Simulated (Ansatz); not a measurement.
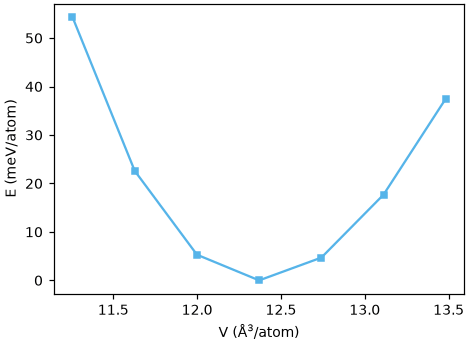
Figure: Cu$_{3}$Ge in space group Pmmn (No. 59; Cu on 2b, Cu on 4e, Ge on 2a) under volume change, DFT-r²SCAN in the program Ansatz with PAW potentials, shape and atoms relaxed at each volume.

Problem. What does a third-order Birch–Murnaghan fit give for V₀, B₀ and B′?

Solution. V₀ = 12.37 Å³/atom, B₀ = 143 GPa, B′ = 5.1.

The workflow started from a Materials Project entry (that database holds measured and hypothetical structures alike); the Crystallography Open Database copy checked does not list it. Its standing as an ambient phase is unchecked. Symmetry was held in the r²SCAN relaxation; of distortions, only those at the zone centre were tested. No spin polarisation was allowed.

Potentials: the later of the program's two PAW sets.
